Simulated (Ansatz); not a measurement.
**TiH (doublet): one geometry, many settings at distance Ti1–H2 = 1.757 Å**

Aim: run TiH (doublet) at one geometry under a spread of methods and options, and see what each costs and gives.

The runs use Ansatz 0.2.0, Gaussian basis; the settings change from run to run.

52 further runs of the same task are left out: 33 for a known fault of the program, 12 that didn't finish, 7 set aside as unsound or not needed. Runs told in other sessions of the task aren't counted.

## (1) What is computed

The geometry derives from a PBE0/def2-TZVP stationary point (not a proven minimum). One bond is set to the value named and the two fragments are kept rigid.

2 atoms, charge 0, spin multiplicity 2.

Atoms are counted from 1 here; the program's logs count them from 0.

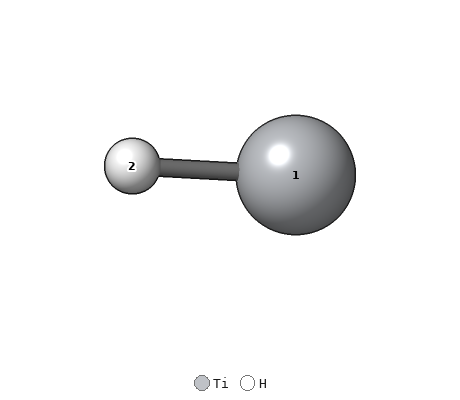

The geometry (titanium light grey, hydrogen white); atoms are numbered from 1 in the order of the file.

## (2) MRCISD+Q(relaxed)(7,4)/STO-3G

in.yaml

```yaml
crystal:
  periodic: [false, false, false]
  atoms:
    - {symbol: Ti, position_ang: [0.000000, 0.000000, 0.000000]}
    - {symbol: H, position_ang: [0.000000, 0.000000, 1.756681]}
basis:
  gaussian: {orbitals: STO-3G}
magnetization: {spin_polarized: false, initial_magnetization: 1}
correlation: {method: fic_mrcisd_q_relaxed, electrons: all, active_space: {window: {electrons: 7, orbitals: 4}}}
```

On the command line:

```sh
> ansatz run in.yaml --threads 1 --pin off --events-out ev --progress --plain --max-ram 2393MiB
```

The program printed (excerpt; [...] marks lines left out):

```text
Functional definition: HF
  name "HF"
  cite "Fock, Z. Phys. 61, 126 (1930) doi:10.1007/BF01340294"
  parent pbe
[...]
250 factors; integrals over basis functions are off by at most 3.2e-4 eV
[...]
mean field -22862.13225777 eV, -840.1678639631 hartree, gradient 1.1e-6 eV, S^2 0.750000; 16 other end points of the search recorded, 0 dependent functions left out
reference -22862.13225777 eV, -840.1678639631 hartree; 12, 11 occupied and 7, 8 virtual orbitals, 250 factors
state -22862.13225777 eV, -840.1678639631 hartree
contracted CI cycle   1: correlation 0.00000000 eV, 0.0000000000 hartree, residual 1.37e1 eV
contracted CI cycle   2: correlation -2.61962050 eV, -0.0962692777 hartree, residual 3.50e0 eV
contracted CI cycle   3: correlation -2.94804677 eV, -0.1083387205 hartree, residual 1.35e0 eV
contracted CI cycle   4: correlation -2.99020144 eV, -0.1098878762 hartree, residual 6.43e-1 eV
contracted CI cycle   5: correlation -3.00112674 eV, -0.1102893735 hartree, residual 3.40e-1 eV
contracted CI cycle   6: correlation -3.00321968 eV, -0.1103662876 hartree, residual 1.83e-1 eV
contracted CI cycle   7: correlation -3.00385514 eV, -0.1103896402 hartree, residual 8.54e-2 eV
contracted CI cycle   8: correlation -3.00396861 eV, -0.1103938102 hartree, residual 3.19e-2 eV
contracted CI cycle   9: correlation -3.00400032 eV, -0.1103949757 hartree, residual 2.02e-2 eV
contracted CI cycle  10: correlation -3.00401061 eV, -0.1103953538 hartree, residual 1.06e-2 eV
contracted CI cycle  11: correlation -3.00401260 eV, -0.1103954268 hartree, residual 6.17e-3 eV
contracted CI cycle  12: correlation -3.00401307 eV, -0.1103954442 hartree, residual 2.60e-3 eV
contracted CI cycle  13: correlation -3.00401314 eV, -0.1103954469 hartree, residual 1.28e-3 eV
state -22862.13225777 eV, -840.1678639631 hartree; corrected -22865.50581492 eV, -840.2918399018 hartree
WARN: 3 active orbitals are nearly empty or full. The corrections depend on them more than the energy does, and are more stable in an active space without them
Total energy: -22865.50581492 eV, -840.2918399018 hartree
```

Run time: 1.3 s. Hardware: 1 thread of Arm Neoverse V1, shared host.

From the report: 3 determinants; active occupations 2.00, 2.00, 2.00, 1.00. The report marks this result as in doubt.

## (3) CASSCF(1,4)/STO-3G

in.yaml: that of step 2 with these lines changed.

```diff
@@ -8,2 +8,3 @@
 magnetization: {spin_polarized: false, initial_magnetization: 1}
-correlation: {method: fic_mrcisd_q_relaxed, electrons: all, active_space: {window: {electrons: 7, orbitals: 4}}}
+correlation: {active_space: {window: {electrons: 1, orbitals: 4}, states: [{multiplicity: 2, weights: [1, 1, 1]}], root: 2}}
+accuracy: high
```

The command is unchanged.

The program printed (excerpt; [...] marks lines left out):

```text
Functional definition: HF
  name "HF"
  cite "Fock, Z. Phys. 61, 126 (1930) doi:10.1007/BF01340294"
  parent pbe
[...]
351 factors; integrals over basis functions are off by at most 4.7e-9 eV
[...]
mean field -22862.13227257 eV, -840.1678645071 hartree, gradient 5.4e-8 eV, S^2 0.750000; 14 other end points of the search recorded, 0 dependent functions left out
reference -22862.13227257 eV, -840.1678645071 hartree; 12, 11 occupied and 7, 8 virtual orbitals, 351 factors
state -22862.12501234 eV, -840.1675976984 hartree
state -22862.11934198 eV, -840.1673893168 hartree
state -22861.79045673 eV, -840.1553030065 hartree
Total energy: -22861.79045673 eV, -840.1553030065 hartree
```

It took 1 s on 1 thread of Arm Neoverse V1, shared host.

From the report: 4 determinants; active occupations (of the averaged states) 0.33, 0.33, 0.33, 0.00.

## (4) MRCISD+Q(1,7)/def2-SVP

in.yaml

```yaml
crystal:
  periodic: [false, false, false]
  atoms:
    - {symbol: Ti, position_ang: [0.000000, 0.000000, 0.000000]}
    - {symbol: H, position_ang: [0.000000, 0.000000, 1.756681]}
basis:
  gaussian: {orbitals: def2-SVP}
magnetization: {spin_polarized: false, initial_magnetization: 1}
correlation: {method: fic_mrcisd_q, electrons: outside_noble_gas, active_space: {window: {electrons: 1, orbitals: 7}, states: [{multiplicity: 2, weights: [0.5, 1, 1, 1]}]}}
```

Same command.

The program printed (excerpt; [...] marks lines left out):

```text
Functional definition: HF
  name "HF"
  cite "Fock, Z. Phys. 61, 126 (1930) doi:10.1007/BF01340294"
  parent pbe
[...]
673 factors; integrals over basis functions are off by at most 2.3e-7 eV
[...]
mean field -23096.60557322 eV, -848.7845993743 hartree, gradient 2.2e-6 eV, S^2 0.750000; 22 other end points of the search recorded, 0 dependent functions left out
reference -23096.60557322 eV, -848.7845993743 hartree; 12, 11 occupied and 24, 25 virtual orbitals, 673 factors
state -23096.56303318 eV, -848.7830360568 hartree
state -23096.56303318 eV, -848.7830360568 hartree
state -23095.90890496 eV, -848.7589972880 hartree
state -23095.90890496 eV, -848.7589972880 hartree
contracted CI cycle   1: correlation 0.00000000 eV, 0.0000000000 hartree, residual 9.39e0 eV
contracted CI cycle   2: correlation -2.16438052 eV, -0.0795395169 hartree, residual 2.23e0 eV
contracted CI cycle   3: correlation -2.38725155 eV, -0.0877298763 hartree, residual 1.12e0 eV
[...]
contracted CI cycle  16: correlation -2.63155399 eV, -0.0967078254 hartree, residual 1.99e-3 eV
contracted CI cycle  17: correlation -2.63155417 eV, -0.0967078322 hartree, residual 1.14e-3 eV
contracted CI cycle  18: correlation -2.63155423 eV, -0.0967078342 hartree, residual 5.36e-4 eV
contracted CI cycle  19: correlation -2.63155424 eV, -0.0967078347 hartree, residual 2.64e-4 eV
contracted CI cycle  20: correlation -2.63155425 eV, -0.0967078348 hartree, residual 1.67e-4 eV
contracted CI cycle  21: correlation -2.63155425 eV, -0.0967078348 hartree, residual 9.22e-5 eV
state -23095.90890496 eV, -848.7589972880 hartree; corrected -23099.27202901 eV, -848.8825898170 hartree
state -23095.90890496 eV, -848.7589972880 hartree; corrected -23099.27202900 eV, -848.8825898169 hartree
an earlier search ended where averaged states of different weights were degenerate, so these states were given the mean of their weights and the orbitals were optimised with it
WARN: 3 active orbitals are nearly empty or full. The corrections depend on them more than the energy does, and are more stable in an active space without them
Total energy: -23099.34041797 eV, -848.8851030652 hartree
```

Wall time 8 s (1 thread of Arm Neoverse V1, shared host).

From the report: 3 determinants; active occupations (of the averaged states) 0.29, 0.29, 0.21, 0.21, 0.00, 0.00, 0.00. The report marks this result as in doubt.

## (5) HF (ROHF)/def2-TZVP

in.yaml

```yaml
crystal:
  periodic: [false, false, false]
  atoms:
    - {symbol: Ti, position_ang: [0.000000, 0.000000, 0.000000]}
    - {symbol: H, position_ang: [0.000000, 0.000000, 1.756681]}
basis:
  gaussian: {orbitals: def2-TZVP}
magnetization: {spin_polarized: false, initial_magnetization: 1}
hamiltonian: {xc: hf}
output: {orbitals: {seedname: orbitals}}
```

Launched as before.

The program printed (excerpt; [...] marks lines left out):

```text
Functional definition: HF
  name "HF"
  cite "Fock, Z. Phys. 61, 126 (1930) doi:10.1007/BF01340294"
  parent pbe
[...]
452 factors; integrals over basis functions are off by at most 1.3e-3 eV
[...]
mean field -23099.59717034 eV, -848.8945385408 hartree, gradient 9.0e-6 eV, S^2 0.750000; 7 other end points of the search recorded, 0 dependent functions left out
reference -23099.59717034 eV, -848.8945385408 hartree; 12, 11 occupied and 39, 40 virtual orbitals, 452 factors
Total energy: -23099.59717034 eV, -848.8945385408 hartree
```

Wall time 2.3 s (1 thread of Arm Neoverse V1, shared host).

## (6) CCSD(T)/def2-TZVP

in.yaml

```yaml
crystal:
  periodic: [false, false, false]
  atoms:
    - {symbol: Ti, position_ang: [0.000000, 0.000000, 0.000000]}
    - {symbol: H, position_ang: [0.000000, 0.000000, 1.756681]}
basis:
  gaussian: {orbitals: def2-TZVP}
magnetization: {spin_polarized: true, initial_magnetization: 1}
hamiltonian: {xc: {name: r2SCAN}}
correlation: {method: ccsd_t, electrons: outside_noble_gas, diis_vectors: 12}
scf: {omitted_lower_state_checks: [cluster_reference]}
```

The command is unchanged.

The program printed (excerpt; [...] marks lines left out):

```text
Functional definition: r2SCAN
  name "r2SCAN"
  cite "Furness, Kaplan, Ning, Perdew & Sun, J. Phys. Chem. Lett. 11, 8208 (2020) doi:10.1021/acs.jpclett.0c02405"
  cite "Furness, Kaplan, Ning, Perdew & Sun, J. Phys. Chem. Lett. 11, 9248 (2020) doi:10.1021/acs.jpclett.0c03077"
  parent r2scan
[...]
452 factors; integrals over basis functions are off by at most 1.3e-3 eV
[...]
mean field -23126.67374144 eV, -849.8895841753 hartree, gradient 2.6e-6 eV, S^2 1.658264; 11 other end points of the search recorded, 0 dependent functions left out
9 core orbitals not correlated: weight in the atoms' cores, before any rotation towards them, 1.000 or more for the frozen orbitals, at most 0.000 for the correlated occupied ones
reference -23099.34264482 eV, -848.8851849004 hartree; 3, 2 occupied and 39, 40 virtual orbitals, 452 factors
second order -2.09817548 eV of doubles, -0.25364297 eV of singles
cycle   1  -2.55595407 eV  change   -2.1e-1 eV  update   7.4e-2
[...]
cycle  44  -3.00775904 eV  change    1.8e-6 eV  update   1.9e-6
perturbative correction -0.18379199 eV, -0.0067542311 hartree
WARN: the results are in doubt because among natural orbitals the method converges to other amplitudes
Total energy: -23102.53419585 eV, -849.0024722373 hartree
In doubt: among natural orbitals the method converges to other amplitudes
Checks for a lower state left out: cluster_reference
```

Run time: 67 s. Hardware: 1 thread of Arm Neoverse V1, shared host.

From the report: ⟨S²⟩ of the determinant 1.658 (pure doublet: 0.75); correlation -3.1916 eV; T1 0.136; largest double amplitude 0.19. The determinant of CCSD(T) (⟨S²⟩ 1.66) is far from a pure spin state, so its energy mixes those of several spin states; high orders of coupled cluster remove much of that, low ones don't. The orbitals are Kohn-Sham ones, so correlation energy and T1 don't compare with those on Hartree-Fock orbitals. Mind the lines of doubt at the end of the log.

## (7) All runs side by side

Where basis and cores are those of an earlier FCI/def2-TZVP run (-23102.5683 eV), and the records show the same count of frozen orbitals and kind of state, the miss against it is given; a blank cell means that this couldn't be shown. † marks a result that the program doubts.

```csv
level,correlated,functions,energy (eV),from FCI (meV),time
"MRCISD+Q(relaxed)(7,4)/STO-3G †",all,19,-22865.5058,,1.3 s
"CASSCF(1,4)/STO-3G (excited root 2 of an average)",,19,-22861.7905,,1 s
"MRCISD+Q(1,7)/def2-SVP (mean of several states) †",outside noble gas,36,-23099.3404,,8 s
HF (ROHF)/def2-TZVP,,51,-23099.5972,2971.1,2.3 s
CCSD(T)/def2-TZVP (on r2SCAN orbitals) †,outside noble gas,51,-23102.5342,34.1,67 s
```

## (8) What came out

| quantity | value |
| --- | --- |
| runs | 5 |
| quickest | CASSCF(1,4)/STO-3G (excited root 2 of an average), 1 s |
| slowest | CCSD(T)/def2-TZVP (on r2SCAN orbitals) †, 67 s |

What this shows: Total energies in different bases, with other cores or another treatment of relativity can't be set against each other. CCSD(T)/def2-TZVP (on r2SCAN orbitals) † took 66 times as long as CASSCF(1,4)/STO-3G (excited root 2 of an average); the jobs differ in more than the method. Hartree-Fock, CASSCF and CASCI lack dynamic correlation by design. Cores frozen from Kohn-Sham orbitals shift the total energy.
